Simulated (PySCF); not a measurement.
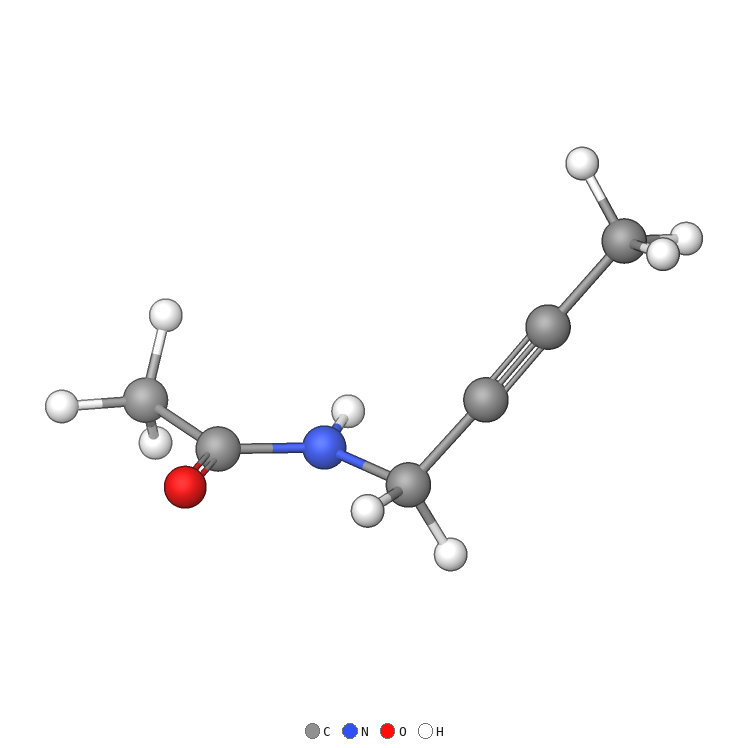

Ball-and-stick drawing of a structure. Multiple sticks mark multiple bonds (one Kekulé form).

Computed geometry: GFN2-xTB optimisation. No frequency run is at hand to confirm it as a minimum.

Description:

It has 17 atoms: 6 carbon, 9 hydrogen, 1 nitrogen and 1 oxygen (C6H9NO). As SMILES it reads `CC#CCNC(C)=O`. It has no ring. Among its groups: amide, alkyne. This geometry has C1 symmetry. Coordination: 3 C tetrahedral; 2 C linear; 1 N trigonal planar; 1 C trigonal planar.

More results for the same structure follow; atom numbers are the same in all pictures, views and colours differ.

### Electronic properties

No frequency run is at hand to confirm it as a minimum. Properties computed with PBE0/def2-SVPD, gas phase (PySCF 2.14.0). Excitations: vertical, linear response.

Predict the main results.

- dipole moment: 4.07 D
- HOMO energy (Kohn–Sham orbital): −7.20 eV
- LUMO energy (Kohn–Sham orbital): 0.40 eV
- HOMO–LUMO gap: 7.60 eV
- mean static polarisability: 84.3 bohr³
- lowest vertical singlet excitation: 5.83 eV
- its oscillator strength: 0.001
- brightest of the 6 lowest singlets: 6.81 eV
- its oscillator strength: 0.03

### NMR shielding

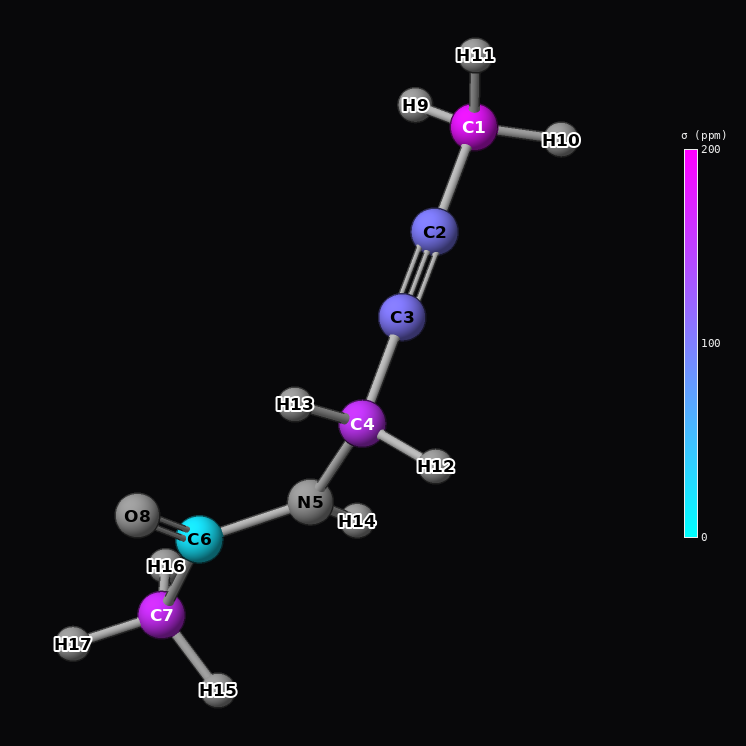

Atoms are coloured by their isotropic NMR shieldings (C only, the others grey). No frequency run is at hand to confirm it as a minimum. Level of theory: GIAO PBE0/pcSseg-1 NMR shielding, non-relativistic, gas phase (PySCF 2.14.0).

Give the isotropic NMR shieldings of the C atoms atom by atom.

```csv
atom,σ (ppm)
C1,182.3
C2,101.2
C3,103.7
C4,156.6
C6,18.9
C7,162.6
```

### Quadrupole coupling

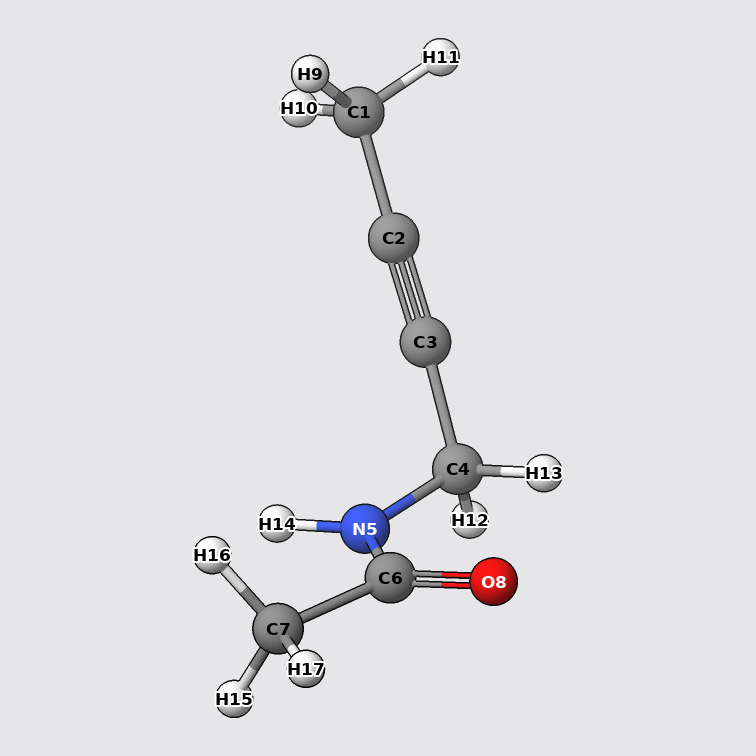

No frequency run is at hand to confirm it as a minimum. Electric field gradients from the ground-state density, PBE0/pcSseg-1 (PySCF 2.14.0), non-relativistic apart from any core potentials.

Give the largest field-gradient component, the quadrupole coupling constant and the asymmetry for 14N at N5 (Q = 20.44 mb), 17O at O8 (Q = −25.6 mb).

| atom | V_zz (a.u.) | e²qQ/h (MHz) | η |
| --- | --- | --- | --- |
| N5 | −1.043 | −5.01 | 0.15 |
| O8 | −1.602 | 9.64 | 0.01 |
